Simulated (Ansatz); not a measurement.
**CAM-B3LYP/def2-SVP run of C3H5F (allyl fluoride)**

Aim: the vertical ionisation energy of C3H5F (allyl fluoride) at CAM-B3LYP/def2-SVP, from 2 runs. 

The results are computed with Ansatz 0.2.0.

52 further runs of the same task are left out: 52 set aside as unsound or not needed.

**1. The system as given**

The species is C3H5F (9 atoms), meant as a singlet with charge 0. As SMILES, `C=CCF`. The shape is that of a PBE0-D4/def2-TZVP optimisation. This is one conformer, not always the lowest.

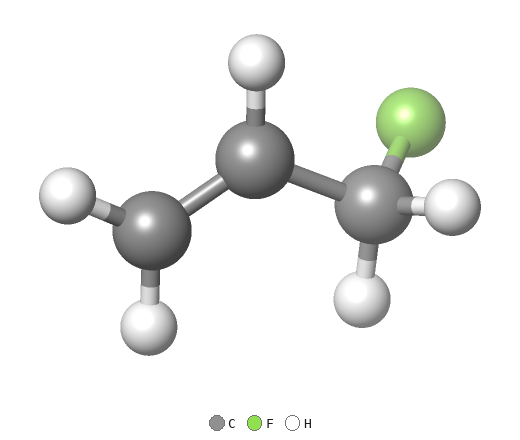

The structure, seen from a chosen angle (carbon grey, fluorine green, hydrogen white).

**2. The energy at CAM-B3LYP/def2-SVP**

Input file job.yaml:

```yaml
crystal:
  periodic: [false, false, false]
  atoms:
    - {symbol: C, position_ang: [-0.578000, 1.122500, -0.608000]}
    - {symbol: C, position_ang: [0.352500, 0.215400, -0.353400]}
    - {symbol: C, position_ang: [0.200500, -0.852800, 0.668500]}
    - {symbol: F, position_ang: [0.430500, -2.098200, 0.102300]}
    - {symbol: H, position_ang: [-0.422500, 1.909200, -1.336700]}
    - {symbol: H, position_ang: [-1.531700, 1.114000, -0.089100]}
    - {symbol: H, position_ang: [1.299800, 0.230700, -0.886500]}
    - {symbol: H, position_ang: [0.929800, -0.730800, 1.477200]}
    - {symbol: H, position_ang: [-0.806800, -0.852300, 1.094700]}
basis:
  gaussian:
    orbitals: def2-SVP
hamiltonian:
  xc: {name: CAM-B3LYP}
accuracy: high
output: {orbitals: {seedname: orbitals}}
```

Launch:

```console
$ ansatz run job.yaml --threads 1 --pin off --max-ram 3480MiB --events-out events.jsonl --progress --plain --runs-dir runs
```

What it wrote:

```text
Warning: RAYON_NUM_THREADS=1 ignored (pool sized by the plan → 1); use --threads N
Functional definition: CAM-B3LYP
  name "CAM-B3LYP"
  parameter alpha = 0.19
  parameter beta = 0.46
  parameter omega = 0.33/bohr
  parameter ac = 0.81
  exchange = (1 - alpha - beta)*b88_x + beta*b88_x_sr(omega) + alpha*exact_x + beta*exact_x_lr(omega)
  correlation = (1 - ac)*vwn5_c + ac*lyp_c
1938 factors; integrals over basis functions are off by at most 3.5e-9 eV
359 factors; integrals over basis functions are off by at most 2.5e-9 eV
mean field evaluation 1: about -5898.6561 eV, gradient 3.4e1 eV
mean field evaluation 2: about -5899.9013 eV, gradient 2.7e1 eV
mean field evaluation 4: about -5901.4347 eV, gradient 1.5e0 eV
mean field evaluation 8: about -5901.4356 eV, gradient 6.5e-2 eV
mean field evaluation 16: about -5901.4356 eV, gradient 6.8e-6 eV
mean field -5901.43557174 eV, -216.8737571248 hartree, gradient 2.6e-8 eV, S^2 0.000000; 0 other end points of the search recorded, 0 dependent functions left out
reference -5901.43558986 eV, -216.8737577905 hartree; 16, 16 occupied and 65, 65 virtual orbitals, 1938 factors
Total energy: -5901.43558986 eV, -216.8737577905 hartree
```

Run time: 4.8 s. Hardware: 1 thread of Arm Neoverse V2, shared host; peak memory 0.27 GiB.

**3. The doublet cation at the same level**

Input file molecule.yaml:

```yaml
basis:
  gaussian:
    orbitals: def2-SVP
crystal:
  periodic: [false, false, false]
  atoms:
    - {symbol: C, position_ang: [-0.578000, 1.122500, -0.608000]}
    - {symbol: C, position_ang: [0.352500, 0.215400, -0.353400]}
    - {symbol: C, position_ang: [0.200500, -0.852800, 0.668500]}
    - {symbol: F, position_ang: [0.430500, -2.098200, 0.102300]}
    - {symbol: H, position_ang: [-0.422500, 1.909200, -1.336700]}
    - {symbol: H, position_ang: [-1.531700, 1.114000, -0.089100]}
    - {symbol: H, position_ang: [1.299800, 0.230700, -0.886500]}
    - {symbol: H, position_ang: [0.929800, -0.730800, 1.477200]}
    - {symbol: H, position_ang: [-0.806800, -0.852300, 1.094700]}
total_charge: 1
magnetization:
  spin_polarized: true
  initial_magnetization: 1
hamiltonian:
  xc: {name: CAM-B3LYP}
accuracy: high
output: {orbitals: {seedname: orbitals}}
```

Launch:

```console
$ ansatz run molecule.yaml --threads 1 --pin off --max-ram 3480MiB --events-out events.jsonl --progress --plain --runs-dir runs
```

What it wrote:

```text
Warning: RAYON_NUM_THREADS=1 ignored (pool sized by the plan → 1); use --threads N
Functional definition: CAM-B3LYP
  name "CAM-B3LYP"
  parameter alpha = 0.19
  parameter beta = 0.46
  parameter omega = 0.33/bohr
  parameter ac = 0.81
  exchange = (1 - alpha - beta)*b88_x + beta*b88_x_sr(omega) + alpha*exact_x + beta*exact_x_lr(omega)
  correlation = (1 - ac)*vwn5_c + ac*lyp_c
1939 factors; integrals over basis functions are off by at most 3.5e-9 eV
359 factors; integrals over basis functions are off by at most 2.5e-9 eV
mean field evaluation 1: about -5885.6479 eV, gradient 3.6e1 eV
mean field evaluation 2: about -5884.5302 eV, gradient 4.4e1 eV
mean field evaluation 4: about -5890.7475 eV, gradient 9.7e-1 eV
mean field evaluation 8: about -5890.9429 eV, gradient 3.0e-1 eV
mean field evaluation 16: about -5890.9485 eV, gradient 4.8e-3 eV
mean field evaluation 32: about -5890.9485 eV, gradient 4.8e-6 eV
mean field -5890.94851402 eV, -216.4883648618 hartree, gradient 2.6e-8 eV, S^2 0.752613; 2 other end points of the search recorded, 0 dependent functions left out
reference -5890.94853077 eV, -216.4883654776 hartree; 16, 15 occupied and 65, 66 virtual orbitals, 1939 factors
Total energy: -5890.94853077 eV, -216.4883654776 hartree
```

Run time: 13 s. Hardware: 1 thread of Arm Neoverse V2, shared host; peak memory 0.37 GiB.

**4. What came out**

At CAM-B3LYP/def2-SVP:

```
                                          quantity          value
                       singlet C3H5F: total energy  -216.87376 Eh
                        singlet C3H5F: HOMO energy       -9.30 eV
                        singlet C3H5F: LUMO energy        1.25 eV
                      singlet C3H5F: HOMO–LUMO gap       10.55 eV
                      doublet cation: total energy  -216.48837 Eh
doublet cation: HOMO energy (highest over α and β)      -16.93 eV
 doublet cation: LUMO energy (lowest over α and β)      -11.68 eV
                              doublet cation: ⟨S²⟩          0.753
vertical ionisation energy (to the doublet cation)      10.487 eV
```

In words: The vertical ionisation energy comes to 10.49 eV (242 kcal/mol). The negative HOMO energy of the first species, 9.30 eV, lies 1.19 eV below that difference.
